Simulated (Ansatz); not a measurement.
# BClH$_{2}$O$_{2}$···H$_{2}$S: what the fields show

The calculation's input:

```
crystal:
  periodic: [false, false, false]
  atoms:
    - { symbol: B, position_ang: [-0.028368, -0.389964, -0.112764] }
    - { symbol: Cl, position_ang: [-0.052823, -0.986764, 1.635683] }
    - { symbol: O, position_ang: [1.148106, -0.294747, -0.761192] }
    - { symbol: H, position_ang: [1.894988, -0.604681, -0.233881] }
    - { symbol: O, position_ang: [-1.193075, -0.204614, -0.763524] }
    - { symbol: H, position_ang: [-1.966691, -0.321334, -0.200448] }
    - { symbol: S, position_ang: [-0.044228, 2.497182, 1.013847] }
    - { symbol: H, position_ang: [1.247421, 2.436707, 1.411126] }
    - { symbol: H, position_ang: [-0.405528, 1.546413, 1.947952] }
basis:
  gaussian: { orbitals: def2-SVP }
hamiltonian:
  xc: r2scan
  dispersion: d4
relax:
  f_tol: 0.03
  max_steps: 50
output:
  orbitals: {}
```

Run with:

```sh
ansatz run input.yaml --threads 4 --pin off --max-ram 5120MiB --backend cpu --events-out ev --progress --plain --runs-dir out
```

The fields are those of the run's last geometry, not of the input's.

Method: Ansatz 0.2.0, RKS r2SCAN-D4/def2-SVP.

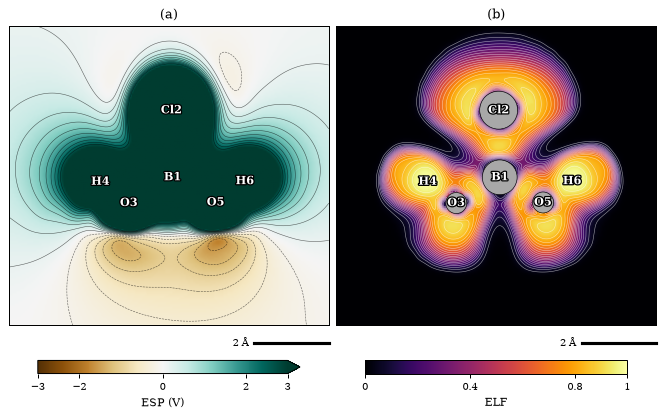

Figure 1. (a) electrostatic potential; (b) electron localisation function on the plane of atoms O3, B1 and O5. Grey discs cover the atomic cores in the ELF map.

> Interpret the plot.

The section cuts through B, Cl, O and H sites.
B–O (1.35 Å): the ELF peaks at about 0.90 between the atoms: a polar covalent bond.
B–Cl (1.80 Å): the ELF peaks at about 0.90 between the atoms (a polar covalent bond).
O–H (0.96 Å): the ELF climbs to about 1 towards the hydrogen, as it does in any bond to H (an ordinary covalent bond to hydrogen).
The ELF also peaks beside O5, O3 and Cl2, away from the bonds: lone-pair regions.
Outside the dense part of the complex the potential is most negative (−1.7 V) near O5.

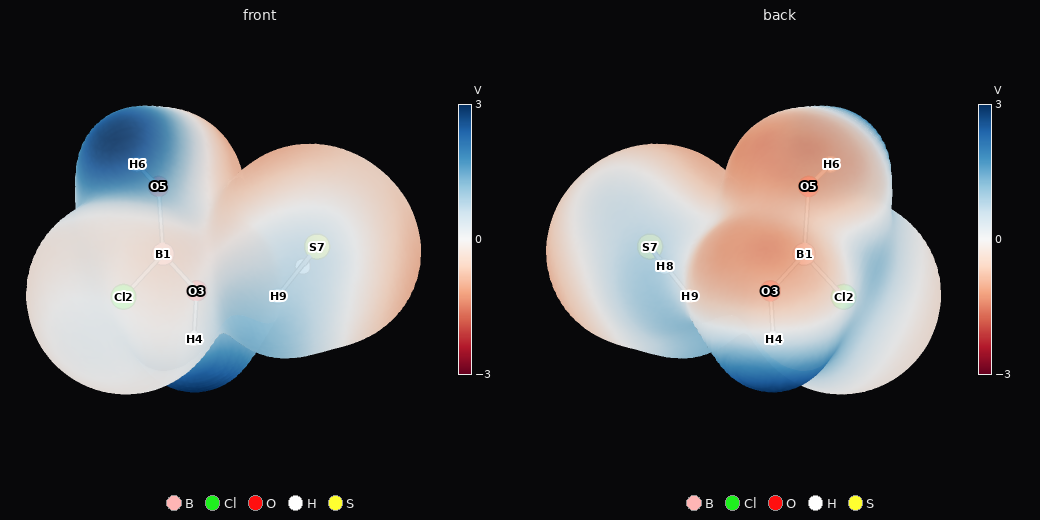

Figure 2. The molecular electrostatic potential painted on the density surface at 0.002 e/bohr³, seen from the front and from behind; red is negative and blue positive.

> Which sites attract a positive test charge, and which a negative one?

A positive charge is drawn to the negative regions and a negative charge to the positive ones. The most negative region (about −1.3 V, or −30 kcal/mol for a unit charge) lies over O3 and O5, the most positive (about +2.9 V, or +67 kcal/mol for a unit charge) over H4.

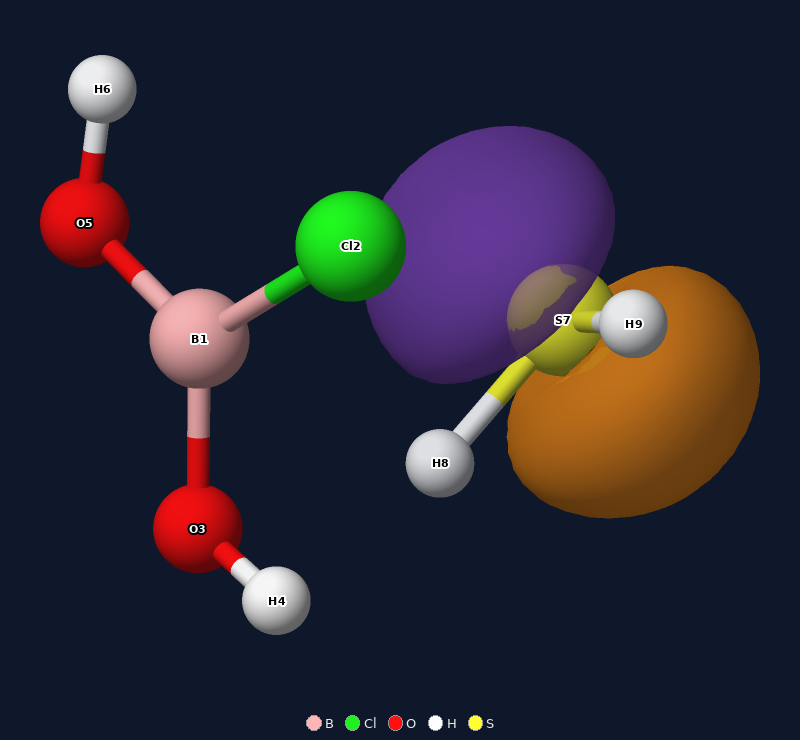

Figure 3. The HOMO at ±0.2 Å⁻³ᐟ² (orange and purple are the two phases), seen at a tilt.

> Where does this orbital lie, and at what energy?

Its weight (Hirshfeld) is mainly on S7 (about 90 %); largely a lone pair of S7. Its energy is −6.28 eV.
